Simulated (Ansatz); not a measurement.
# revPBE/aug-cc-pVDZ run of [NO3]− (nitrate)

Aim: the vertical ionisation energy of [NO3]− (nitrate) at revPBE/aug-cc-pVDZ, from 2 runs. 

Program for the calculation: Ansatz 0.2.0.

### 1 The system as given

[NO3]−: 4 atoms, total charge -1, spin state singlet. As SMILES, `O=[N+]([O-])[O-]`. The coordinates come from a PBE0-D4/def2-TZVPD relaxation.

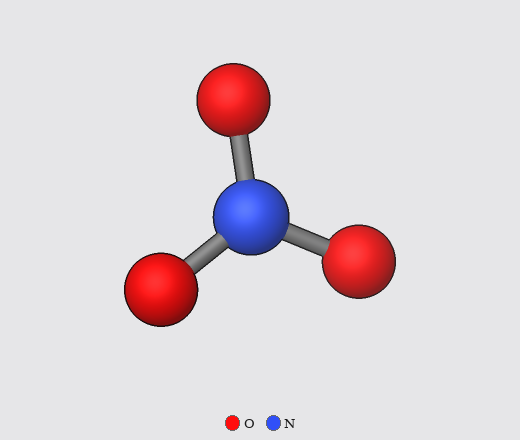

The structure, seen from a chosen angle (oxygen red, nitrogen blue).

### 2 A single-point energy at revPBE/aug-cc-pVDZ

File run.yaml:

```yaml
crystal:
  periodic: [false, false, false]
  atoms:
    - {symbol: O, position_ang: [0.296520, 0.524040, 1.091530]}
    - {symbol: "N", position_ang: [0.000000, 0.000000, -0.000000]}
    - {symbol: O, position_ang: [0.470440, -1.113360, -0.305120]}
    - {symbol: O, position_ang: [-0.766950, 0.589330, -0.786420]}
basis:
  gaussian: {orbitals: aug-cc-pVDZ}
total_charge: -1
hamiltonian: {xc: {name: revPBE}}
accuracy: high
output: {orbitals: {seedname: orbitals}}
```

Launch:

```bash
$ ansatz run run.yaml --threads 1 --pin off --max-ram 3480MiB --events-out events.jsonl --progress --plain --runs-dir runs
```

The log of the run:

```text
Warning: RAYON_NUM_THREADS=1 ignored (pool sized by the plan → 1); use --threads N
Functional definition: revPBE
  name "revPBE"
  parameter kappa = 1.245
  parameter beta = 0.06672455060314922
  exchange = pbe_x(kappa = kappa, mu = beta*pi^2/3)
  correlation = pbe_c(beta = beta)
1802 factors; integrals over basis functions are off by at most 2.7e-9 eV
mean field evaluation 1: about -7624.0434 eV, gradient 5.4e1 eV
mean field evaluation 2: about -7605.9302 eV, gradient 1.2e2 eV
mean field evaluation 4: about -7628.9227 eV, gradient 1.5e0 eV
mean field evaluation 8: about -7628.9270 eV, gradient 4.6e-2 eV
mean field evaluation 16: about -7628.9270 eV, gradient 4.0e-7 eV
mean field -7628.92702102 eV, -280.3578969499 hartree, gradient 5.5e-8 eV, S^2 0.000000; 0 other end points of the search recorded, 0 dependent functions left out
reference -7628.92702442 eV, -280.3578970751 hartree; 16, 16 occupied and 76, 76 virtual orbitals, 1802 factors
Total energy: -7628.92702442 eV, -280.3578970751 hartree
```

Wall time 3.3 s (1 thread of Arm Neoverse V2, shared host); peak memory 0.2 GiB.

### 3 Doublet neutral NO3

File job.yaml:

```yaml
crystal:
  periodic: [false, false, false]
  atoms:
    - {symbol: O, position_ang: [0.296520, 0.524040, 1.091530]}
    - {symbol: N, position_ang: [0.000000, 0.000000, -0.000000]}
    - {symbol: O, position_ang: [0.470440, -1.113360, -0.305120]}
    - {symbol: O, position_ang: [-0.766950, 0.589330, -0.786420]}
basis:
  gaussian: {orbitals: aug-cc-pVDZ}
magnetization: {spin_polarized: true, initial_magnetization: 1}
hamiltonian: {xc: {name: revPBE}}
accuracy: high
output: {orbitals: {seedname: orbitals}}
```

Launch:

```bash
$ ansatz run job.yaml --threads 1 --pin off --max-ram 3480MiB --events-out events.jsonl --progress --plain --runs-dir runs
```

The log of the run:

```text
Warning: RAYON_NUM_THREADS=1 ignored (pool sized by the plan → 1); use --threads N
Functional definition: revPBE
  name "revPBE"
  parameter kappa = 1.245
  parameter beta = 0.06672455060314922
  exchange = pbe_x(kappa = kappa, mu = beta*pi^2/3)
  correlation = pbe_c(beta = beta)
1800 factors; integrals over basis functions are off by at most 2.7e-9 eV
mean field evaluation 1: about -7622.2453 eV, gradient 3.3e1 eV
mean field evaluation 2: about -7614.0815 eV, gradient 6.1e1 eV
mean field evaluation 4: about -7625.6417 eV, gradient 1.3e0 eV
mean field evaluation 8: about -7625.6482 eV, gradient 1.3e-2 eV
mean field evaluation 16: about -7625.6482 eV, gradient 2.4e-5 eV
mean field evaluation 32: about -7625.6481 eV, gradient 1.2e-1 eV
mean field evaluation 64: about -7624.2359 eV, gradient 4.9e0 eV
mean field -7625.64816296 eV, -280.2374011387 hartree, gradient 1.1e-8 eV, S^2 0.752700; 4 other end points of the search recorded, 0 dependent functions left out
reference -7625.64816721 eV, -280.2374012950 hartree; 16, 15 occupied and 76, 77 virtual orbitals, 1800 factors
Total energy: -7625.64816721 eV, -280.2374012950 hartree
```

Wall time 15 s (1 thread of Arm Neoverse V2, shared host); peak memory 0.25 GiB.

### 4 What came out

Level: revPBE/aug-cc-pVDZ.

| quantity | value |
| --- | --- |
| singlet [NO3]−: total energy | -280.35790 Eh |
| singlet [NO3]−: HOMO energy | 0.59 eV |
| singlet [NO3]−: LUMO energy | 4.11 eV |
| singlet [NO3]−: HOMO–LUMO gap (to an unbound level, set by the basis) | 3.52 eV |
| doublet neutral NO3: total energy | -280.23740 Eh |
| doublet neutral NO3: HOMO energy (highest over α and β) | -8.53 eV |
| doublet neutral NO3: LUMO energy (lowest over α and β) | -7.27 eV |
| doublet neutral NO3: ⟨S²⟩ | 0.753 |
| vertical detachment energy (to the doublet neutral) | 3.279 eV |

In words: Removing an electron at fixed nuclei costs 3.28 eV (76 kcal/mol). The negative HOMO energy of the first species, -0.59 eV, lies 3.87 eV below that difference. The HOMO (singlet [NO3]−) lies at positive energy, 0.59 eV, as semi-local functionals often give for anions; only total energies tell whether the electron is bound.
